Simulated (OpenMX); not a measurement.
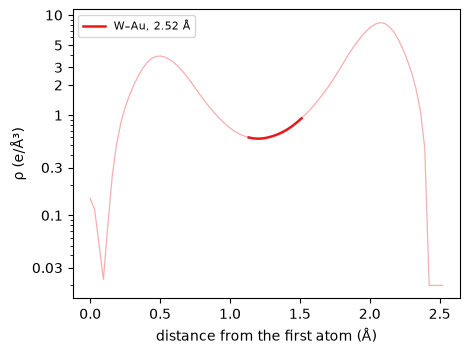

WAu. Valence pseudo-density along straight lines between neighbouring atoms. Thin, pale parts lie inside the atomic spheres.

Space group F-43m; a generated structure, not necessarily the stable one; computed pressure about 2 GPa in this cell.

Method: Kohn-Sham DFT of a periodic cell, PBE, OpenMX 2013 PBE set (OpenMX).

Core electrons are replaced by pseudopotentials, and the valence fields are smoothed inside the atomic spheres.

What can be read from the curves?

Answer. W–Au (2.52 Å): the density is about 0.59 e/Å³ at the midpoint.
